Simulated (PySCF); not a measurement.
System: C4H6N2 (SMILES [H]/N=C(/C)CC#N).

```yaml
atoms:
  - { symbol: C, position_ang: [1.4832, 0.1148, -0.0750] }
  - { symbol: C, position_ang: [0.0822, 0.4716, -0.4463] }
  - { symbol: N, position_ang: [-0.1542, 1.5731, -0.9907] }
  - { symbol: C, position_ang: [-0.9635, -0.5910, -0.1054] }
  - { symbol: C, position_ang: [-1.0699, -0.7247, 1.3234] }
  - { symbol: N, position_ang: [-1.1374, -0.8097, 2.4613] }
  - { symbol: H, position_ang: [1.8058, -0.7665, -0.6282] }
  - { symbol: H, position_ang: [2.1450, 0.9446, -0.3031] }
  - { symbol: H, position_ang: [1.5375, -0.1172, 0.9880] }
  - { symbol: H, position_ang: [-1.1247, 1.7762, -1.2172] }
  - { symbol: H, position_ang: [-0.6598, -1.5547, -0.5241] }
  - { symbol: H, position_ang: [-1.9431, -0.3171, -0.5088] }
```

Geometry: GFN2-xTB.

Level of theory: PBE0/pcSseg-1, SCF density, gas phase, non-relativistic (PySCF).

**What can the converged electron density and electron localisation function tell about the bonding?**

N–H (1.02 Å): the density is about 2.8 e/Å³ at the midpoint; the ELF climbs to about 1 towards the hydrogen, as it does in any bond to H (a covalent bond by its length).
C–N (1.25 Å): ρ is about 2.9 e/Å³ halfway; the ELF peaks at about 0.90 between the atoms (a short, multiple covalent bond).
C–C (1.49 Å): ρ at the midpoint is about 1.8 e/Å³; the ELF peaks at about 0.95 between the atoms: a shared electron pair.
C–H (1.09 Å): ρ is about 2 e/Å³ halfway; the ELF climbs to about 1 towards the hydrogen (a covalent bond by its length).

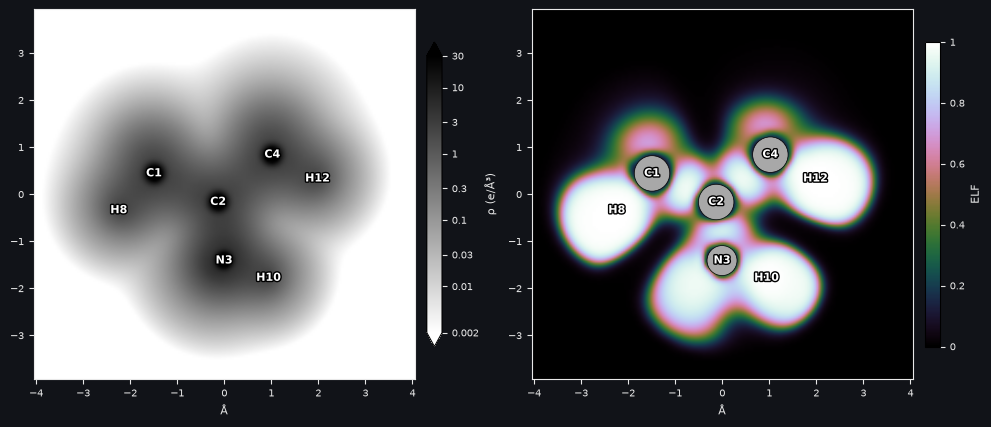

Computed electron density and electron localisation function on the plane of atoms N3, C2 and C4, in this order. Grey discs cover the atomic cores in the ELF map. 
